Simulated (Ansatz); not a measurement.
# Mo2C monolayer: from the cell to its phonons

The cell of Mo2C monolayer is at rest. What are its phonons? After the zone centre comes a 6×6×1 q mesh on a 18×18×1 k mesh.

Method: DFT PBEsol, scalar-relativistic, plane waves, PAW; PAW set soft_1, in Ansatz 0.2.0.

## Step 1: The structure

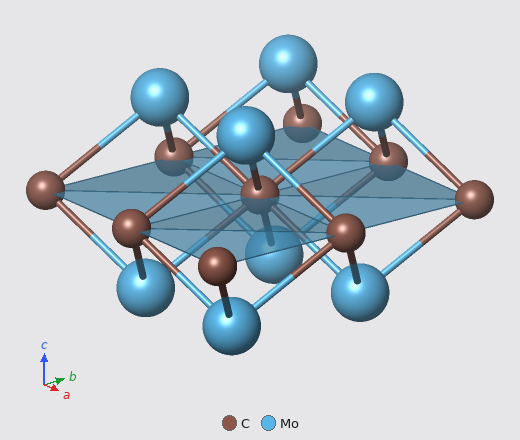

Start, viewed slightly off an axis; carbon brown, molybdenum blue. 2×2×1 cells are drawn. Some periodic images of atoms are drawn too.

The cell holds 3 atoms: 1 C and 2 Mo. Its edges and angles: a = 2.960 Å, b = 2.960 Å, c = 28.600 Å, α = 90.0°, β = 90.0°, γ = 120.0°. It derives from Mo2C. Vacuum lies along c.

## Step 2: Linear response at the zone centre

The cell comes from relaxations at this level that are not shown. The zone centre comes first: it holds the modes that light can see, as far as symmetry allows. No field response is asked, since the mesh shows no gap.

input.yaml

```yaml
crystal:
  lattice:
    - [2.9598988274, 0.0, 0.0]
    - [-1.4799494137, 2.5633475772, 0.0]
    - [0.0, 0.0, 28.6]
  atoms:
    - { symbol: C, position: [0.0, 0.0, 0.3496503497] }
    - { symbol: Mo, position: [0.3333333333, 0.6666666667, 0.390416411] }
    - { symbol: Mo, position: [0.6666666667, 0.3333333333, 0.3088842884] }
  periodic: [true, true, false]
kpoints:
  mp_grid: { grid: [18, 18, 1] }
hamiltonian:
  xc: pbesol
  pseudopotentials: { kind: paw, azcp: { folder: soft_1 }, xc_functional: pbe }
scf:
  occupations: { method: methfessel_paxton, width: 0.2 }
output:
  eigenvalues: true
phonons:
  method: dfpt
```

Command:

```bash
ansatz run input.yaml --threads 8 --pin off --max-ram 16384MiB --backend cpu --events-out ev --progress --plain --runs-dir out
```

Numbers of over 12 decimals in the logs are rounded to 6 here.

Output:

```text
Warning: crystal.symmetry: narrowed to the stabiliser of the run's FFT grids — unitary ops 12 → 6. A phonons.method: dfpt run fills in the rows of the dynamical matrix that it does not solve by its symmetry operations, which is exact only for operations that map its FFT grids onto themselves: filled in by any other, the frequencies could depend on the order in which like atoms are typed, or, by more than the grids' own error, on where the crystal sits among the grids' points. Excluded: 6 operations. The run can therefore solve more perturbations, solve them on more k-points, or both, and cost more. [rest of the remark cut]
Engine: ansatz 0.2.0, aarch64-unknown-linux-gnu
Pseudopotentials: kind: paw
Pseudopotential: C, paw, valence charge 4, recommended cutoff 420 eV (normal), soft_1/C.paw.azcp
Pseudopotential: Mo, paw, valence charge 14, recommended cutoff 420 eV (normal), soft_1/Mo.paw.azcp
Functional definition: PBEsol
  exchange = pbesol_x
  correlation = pbesol_c
Crystal: 3 atoms, lattice volume = 216.995 Å³
Basis set: ecut = 420 eV, 4163 PW (Γ), exchange–correlation on 40×40×384 points (8 copies of the dense FFT grid, shifted against one another)
Bands: 20, of which v1, the nominal top of the filled ones, is band 16 counted from 1 (15 counted from 0)
Symmetry: 12 space group operations
k-points: 91 of 324 (irreducible under 2 space group operations, time reversal used)
Non-local potential: C, projectors of the file, l = 0: 2, l = 1: 2, l = 2: 1
Non-local potential: Mo, projectors of the file, l = 0: 3, l = 1: 2, l = 2: 2, l = 3: 1
PAW form: soft (Blöchl's): semilocal exchange-correlation on the pseudo side does not see the compensation charge
PAW frozen core: C, regenerated for the run's functional, and the local potential with it (the file was generated under x = pbe(κ = 0.804, μ = 0.219515), c = pbe(β = 0.066725))
PAW frozen core: Mo, regenerated for the run's functional, and the local potential with it (the file was generated under x = pbe(κ = 0.804, μ = 0.219515), c = pbe(β = 0.066725))
PAW one-centre angular grid: C, 110 points (default); XC on 64 Gauss nodes
PAW one-centre angular grid: Mo, 590 points (default); XC on 64 Gauss nodes
Initial density: superposition of atomic densities (neutral atoms: chi_scale 0, normalization atom)
Initial wavefunctions: pseudopotential atomic-orbital guess
Functional: x = pbesol(κ = 0.804, μ = 0.123457), c = pbesol(β = 0.046)
SCF iter   1: F=—  HF=-10044.225290 eV  |F-HF|=—  |Δ(HF+E_count)|=         —  Δρ=7.20e-2  dr2=2.20e1  ethr=3.10e-3  ⟨swp⟩=11.9  Hψ=33381  notcnv=0
automatic band count: the SCF goes on with 24 bands, as 20 were too few: they end inside the smearing window of the response
preconditioner: auto → LDOS  [metal: Δε(μ)=0.042 eV  Ē_g=9.261 eV  σ=0.200 eV  W_gap=0.18  n_scr=18 (ndim 8)  ℏωp=10.1 eV  f_vac=0.747  D(μ)=2.93/eV (n_scr^D=14)  β→1.0]
SCF iter   2: F=—  HF=-10040.235204 eV  |F-HF|=—  |Δ(HF+E_count)|=    3.99e0  S|Δr|=    0.00e0  Δρ=3.72e-2  dr2=5.45e0  ethr=3.10e-3  ⟨swp⟩=5.5  Hψ=7586  notcnv=0  defer=235
SCF iter   3: F=—  HF=-10039.196808 eV  |F-HF|=—  |Δ(HF+E_count)|=    1.04e0  S|Δr|=    0.00e0  Δρ=8.07e-3  dr2=2.67e-1  ethr=3.10e-3  ⟨swp⟩=5.2  Hψ=7626  notcnv=0  defer=208
SCF iter   4: F=—  HF=-10039.125970 eV  |F-HF|=—  |Δ(HF+E_count)|=   7.08e-2  S|Δr|=    0.00e0  Δρ=1.97e-3  dr2=8.73e-3  ethr=8.35e-4  ⟨swp⟩=3.4  Hψ=5190  notcnv=0  defer=219
SCF iter   5: F=—  HF=-10039.127791 eV  |F-HF|=—  |Δ(HF+E_count)|=   1.82e-3  S|Δr|=    0.00e0  Δρ=5.39e-4  dr2=5.43e-4  ethr=2.73e-5  ⟨swp⟩=4.0  Hψ=4824  notcnv=0  defer=219
SCF iter   6: F=—  HF=-10039.127860 eV  |F-HF|=—  |Δ(HF+E_count)|=   6.88e-5  S|Δr|=    0.00e0  Δρ=1.55e-4  dr2=5.04e-5  ethr=1.70e-6  ⟨swp⟩=3.8  Hψ=4439  notcnv=0  defer=219
SCF iter   7: F=—  HF=-10039.127897 eV  |F-HF|=—  |Δ(HF+E_count)|=   3.63e-5  S|Δr|=    0.00e0  Δρ=4.33e-5  dr2=6.23e-6  ethr=1.57e-7  ⟨swp⟩=4.0  Hψ=4530  notcnv=0  defer=219
SCF iter   8: F=—  HF=-10039.127901 eV  |F-HF|=—  |Δ(HF+E_count)|=   4.69e-6  S|Δr|=    0.00e0  Δρ=1.24e-5  dr2=5.26e-7  ethr=1.95e-8  ⟨swp⟩=3.8  Hψ=4047  notcnv=0  defer=219
SCF iter   9: F=—  HF=-10039.128035 eV  |F-HF|=—  |Δ(HF+E_count)|=   1.34e-4  S|Δr|=    0.00e0  Δρ=3.36e-6  dr2=3.21e-8  ethr=1.64e-9  ⟨swp⟩=3.9  Hψ=4870  notcnv=0  defer=219
SCF iter  10: F=—  HF=-10039.128035 eV  |F-HF|=—  |Δ(HF+E_count)|=   1.72e-8  S|Δr|=    0.00e0  Δρ=5.33e-7  dr2=1.44e-9  ethr=1.00e-10  ⟨swp⟩=3.6  Hψ=4692  notcnv=0  defer=219
SCF iter  11: F=—  HF=-10039.128035 eV  |F-HF|=—  |Δ(HF+E_count)|=   3.47e-9  S|Δr|=    0.00e0  Δρ=1.43e-7  dr2=5.31e-11  ethr=4.50e-12  ⟨swp⟩=3.9  Hψ=4214  notcnv=0  defer=219
SCF iter  12: F=-10039.128035 eV  HF=-10039.128035 eV  |F-HF|=4.55e-11  |Δ(HF+E_count)|=  5.95e-10  S|Δr|=    0.00e0  Δρ=5.07e-8  dr2=5.00e-12  ethr=1.00e-12  ⟨swp⟩=25.8  Hψ=22204  notcnv=0
SCF 1 converged in 12 iterations: F = -10039.128035 eV  dr2 = 5.00e-12
  greatest PAW one-centre occupation: 0.999 electrons in one spin orbital (limit 2), on the Mo atom at site 2 (counted from 0), in its partial waves of l = 0
DFPT response loops at Γ: preconditioner auto → none (partly filled bands, converged f_vac=0.755); β = 0.50; Broyden in place of MSR1
SCF converged after 12 iterations
Stability not checked: this state was not tested for a lower state beside it, because cold or Methfessel-Paxton smearing, or corrected tetrahedra, fill the levels in a way that the test cannot read (fill_not_monotonic; see scf.lower_state_search)
Free energy (F): -10039.128035 eV
Harris-Foulkes:  -10039.128035 eV  (|F-HF|=4.55e-11)
Internal energy: -10039.131505 eV  (E = F + TS)
E sigma→0 (E₀):  -10039.128902 eV
Entropy (-TS):   0.003470 eV (1.157 meV/atom)
Fermi energy:    -4.991431 eV
Step filling:    the computed levels leave a gap of 0.0000 eV = 0.0 smearing widths at the electron count; against every level under it full and every level over it empty, smearing changes F+E_penalty+E_count by +1.862 meV and its σ→0 estimate by +0.995 meV
--- Per-component energies (eV) ---
  E_band       = -900.034130
  E_kinetic    = 931.051363
  E_local      = -72402.866003  (includes V_loc(G=0)·N_el)
  E_nonlocal   = 325.164545
  E_hartree    = 35535.150170
  E_xc         = -395.705218
  E_vxc        = -494.321749  (∫ρ·V_xc dr)
  E_paw        = -6404.711668  (= ΣΔE_a)
  E_vpaw       = -329.362713  (= ΣTr[D̂ρ^β])
  E_aug_tail   = 0.000125  (compensation charges beyond the density's cutoff)
  E_ewald      = 32372.345480
  E_core_change = 0.439700  (= ΣΔE_core)
  E_smearing   = 0.003470  (= −TS)
  E_closure    = -0.000000  (closes the sum)
  Σ components = -10039.128035   (vs F -10039.128035, Δ=0.00e0)
--- Band table (eV; the first three rows and the last of 91) ---
  k-point 0: bands = [... 12 lower, -7.1662, -6.3893, -6.3893, -5.7051, -5.6412, -4.7848, -4.7848, -3.6857, ... 4 higher]
  k-point 1: bands = [... 12 lower, -7.1479, -6.5604, -6.3183, -5.7579, -5.5887, -4.8283, -4.8046, -3.6144, ... 4 higher]
  k-point 2: bands = [... 12 lower, -7.1634, -6.8554, -6.1143, -6.0345, -5.4768, -4.8820, -4.7041, -3.4627, ... 4 higher]
  k-point 90: bands = [... 12 lower, -7.7226, -6.9675, -6.2771, -5.2363, -4.1543, -3.2544, -2.4440, -2.2919, ... 4 higher]
  ° read free of the cell's end (the report's vacuum.weakly_bound_levels)
--- Phonons (Γ-DFPT): 6 representative perturbations + reference, on 91 of 324 k-points (Σ response iterations 33) ---
  ASR residual: 9.761e-5 → 0.000e0 eV/Å²; symmetrization residual: 8.788e-6 eV/Å²
  The last average, over the group as it would stand without the narrowing to the FFT grids, took up to 8.921e-7 eV/Å² of the zone centre's force constants
  ASR residual per site (eV/Å²): 9.76e-5 4.81e-5 4.81e-5
  Γ frequencies (cm⁻¹): 0.00 0.00 0.00 164.98 164.98 223.00 648.05 648.05 669.66
  non-analytic LO–TO correction: not included (Born effective charges unavailable; polar crystals: no LO–TO splitting at Γ)
```

Run time: 42 s. Hardware: 8 threads of Arm Neoverse V2, shared host; peak memory 1.6 GiB; 5.1 min of CPU time.

In the SCF lines HF is the Harris–Foulkes energy and dr2 the Hartree energy of the density residual, in eV; the loop may stop once dr2 is under the threshold and the program's other checks hold. Hψ counts applications of the Hamiltonian.

This step gave:

```
gap on the k-mesh                                       : 0 eV
sum-rule residual before enforcement                    : 9.76e-5 eV/Å²
point group                                             : -3m
area per atom                                           : 2.529 Å²
highest optical mode at the zone centre (no LO-TO term) : 669.7 cm⁻¹
lowest optical zone-centre mode                         : 165.0 cm⁻¹
```

Patterns of degenerate modes are one choice out of their space. The modes at Γ (shares of kinetic energy by element, %):

```tsv
mode	frequency (cm⁻¹)	symmetry	C %	Mo %
1	0.0	acoustic	6	94
2	0.0	acoustic	6	94
3	0.0	acoustic	6	94
4	165.0	Eg	0	100
5	165.0	Eg	0	100
6	223.0	A1g	0	100
7	648.0	Eu	94	6
8	648.0	Eu	94	6
9	669.7	A2u	94	6
```

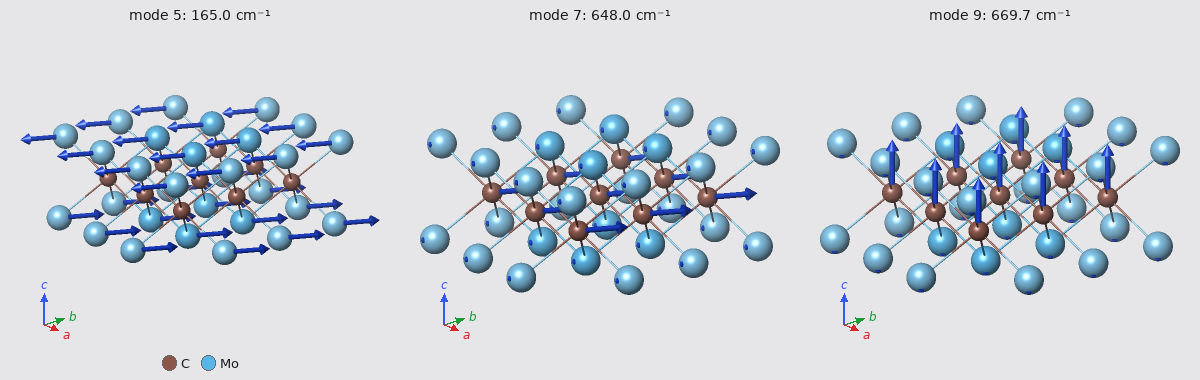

Displacement patterns of modes 5, 7 and 9 at Γ; arrows are exaggerated. 2×2×1 cells are drawn. Some periodic images of atoms are drawn too.

Before it was imposed, the acoustic sum rule was missed by 9.8e-5 eV/Å². Small misses are needed for a sound result but don't prove that mesh and cutoff are converged. The lowest optical mode is real, 165 cm⁻¹.

## Step 3: Phonons on a q mesh

Stability and thermal properties need the whole zone. Linear response on a 6×6×1 q mesh gives force constants as far as a supercell of that size would.

Edit input.yaml of step 2 so:

```diff
@@ -21 +21,10 @@
   method: dfpt
+  qmesh: [6, 6, 1]
+  temperatures: { t_max: 1000, t_step: 50 }
+  qpath:
+    path:
+      - [0.0, 0.0, 0.0]
+      - [0.5, 0.0, 0.0]
+      - [0.33333333, 0.33333333, 0.0]
+      - [0.0, 0.0, 0.0]
+    npoints: 10
```

Output:

```text
[...]
Crystal: 3 atoms, lattice volume = 216.995 Å³
Basis set: ecut = 420 eV, 4163 PW (Γ), exchange–correlation on 40×40×384 points (8 copies of the dense FFT grid, shifted against one another)
Bands: 20, of which v1, the nominal top of the filled ones, is band 16 counted from 1 (15 counted from 0)
Symmetry: 12 space group operations
k-points: 37 of 324 (irreducible under 6 space group operations, time reversal used)
[...]
SCF iter   1: F=—  HF=-10044.225416 eV  |F-HF|=—  |Δ(HF+E_count)|=         —  Δρ=7.21e-2  dr2=2.21e1  ethr=3.10e-3  ⟨swp⟩=11.8  Hψ=13583  notcnv=0
[...]
SCF iter  12: F=-10039.128035 eV  HF=-10039.128035 eV  |F-HF|=5.82e-11  |Δ(HF+E_count)|=  6.42e-10  S|Δr|=    0.00e0  Δρ=3.83e-8  dr2=3.39e-12  ethr=1.00e-12  ⟨swp⟩=25.5  Hψ=8882  notcnv=0
SCF 1 converged in 12 iterations: F = -10039.128035 eV  dr2 = 3.39e-12
[...]
phonons: the bands overlap, so this run is a metal and interpolates without the dipole-dipole term. If the crystal is really an insulator or semiconductor, its LO-TO splitting is missing
NSCF: frozen V_eff on 37 k-points
[...]
DFPT response loops at q = (0, 0, 0) (fractional): preconditioner auto → none (partly filled bands, converged f_vac=0.755); β = 0.50; Broyden in place of MSR1
[...]
SCF converged after 12 iterations
[...]
Free energy (F): -10039.128035 eV
[...]
Internal energy: -10039.131505 eV  (E = F + TS)
E sigma→0 (E₀):  -10039.128902 eV
Entropy (-TS):   0.003470 eV (1.157 meV/atom)
Fermi energy:    -4.991430 eV
[...]
--- Band table (eV; the first three rows and the last of 37) ---
  k-point 0: bands = [... 12 lower, -7.1661, -6.3893, -6.3893, -5.7051, -5.6412, -4.7848, -4.7848, -3.6857, ... 4 higher]
  k-point 1: bands = [... 12 lower, -7.1479, -6.5604, -6.3183, -5.7579, -5.5887, -4.8283, -4.8046, -3.6144, ... 4 higher]
  k-point 2: bands = [... 12 lower, -7.1634, -6.8554, -6.1143, -6.0345, -5.4768, -4.8820, -4.7041, -3.4627, ... 4 higher]
  k-point 36: bands = [... 12 lower, -6.8850, -6.7271, -6.7271, -5.4396, -3.7846, -3.7846, -2.1801, -2.1801, ... 4 higher]
  ° read free of the cell's end (the report's vacuum.weakly_bound_levels)
--- Phonons (Γ-DFPT): 6 representative perturbations + reference (Σ response iterations 30) ---
  ASR residual: 8.999e-5 → 0.000e0 eV/Å²; symmetrization residual: 1.745e-6 eV/Å²
[...]
ASR residual per site (eV/Å²): 9.00e-5 4.07e-5 4.17e-5
  Γ frequencies (cm⁻¹): 0.00 0.00 0.00 164.98 164.98 223.00 648.06 648.06 669.66
--- Phonons (arbitrary-q DFPT): 7 irreducible q on the 6×6×1 mesh ---
  q = [0.0000, 0.0000, 0.0000] (star 1, of the zone-centre solve; hermiticity 1.87e-7, symmetrization 2.18e-13, taken by the last average 5.28e-8): -0.00 -0.00 0.00 164.98 164.98 223.00 648.06 648.06 669.66
  q = [0.0000, 0.1667, 0.0000] (star 6, 9 solved perturbations on 171 of 324 k-point pairs; hermiticity 3.42e-7, symmetrization 6.01e-9, taken by the last average 5.90e-8): 37.47 88.25 92.91 167.85 173.53 238.73 609.64 633.54 650.11
[...]
q = [0.1667, 0.1667, 0.0000] (star 6, 6 solved perturbations in 1485 linear systems a pass and spin channel, the states on 324 of 324 k-point pairs; hermiticity 3.18e-7, symmetrization 2.18e-10, taken by the last average 5.28e-8): 83.49 103.68 129.33 176.06 179.98 244.43 576.09 633.62 644.76
[...]
sum rule: each row above includes the acoustic sum rule's correction from the zone centre's row sums; it moved no ω² by more than (1.43 cm⁻¹)²
  mesh force constants: q→R imaginary residual 3.43e-18; ASR residual 8.999e-5 → 0.000e0 eV/Å²; symmetrization residual 1.776e-14 eV/Å²
  interpolated dispersion: 31 rows × 9 modes
  density of states and harmonic sums: on the 24×24×1 q-mesh, interpolated from the force constants of a 6×6×1 supercell (no non-analytic term)
  largest difference from the sums on the solved wave vectors: F 1.46e-2 eV, S 1.86e-5 and C_V 4.04e-6 eV/K
  zero-point energy: 0.179679 eV/cell   skipped modes (ω ≤ 0): 6, of them read as no rigid motion or as one in doubt: 3 (3.125e-2 modes/cell left out, lowest -11.58 cm⁻¹)   left out of the sums: 4.05e-3 of the cell's modes: C_V's classical limit lies that fraction below 3 k_B per atom; for a crystal, a wire or a layer, F and S can be off by more, and a phonons.interpolated_qmesh denser along its periods is the remedy for the sampling
```

Wall time 9.4 min (8 threads); peak memory 3.3 GiB; 73 min of CPU time.

Numbers from this step:

- sum-rule residual before enforcement: 9.00e-5 eV/Å²
- lowest frequency on the path: -11.13 cm⁻¹
- highest frequency on the path or at a solved wavevector: 701.5 cm⁻¹
- lowest mode on the q mesh (acoustic modes at Γ apart): 37.47 cm⁻¹

(Part 1 of 2 ends here.)

[Logs are printed without paths, hosts, clocks, repeated set-up lines and the standing remarks that a program may print on its own settings, such as how far it seeks lower states.]

[Hosts, paths, dates, database ids (printed as entryN), source tags and the programs' standing remarks are cut or masked in the printed files.]
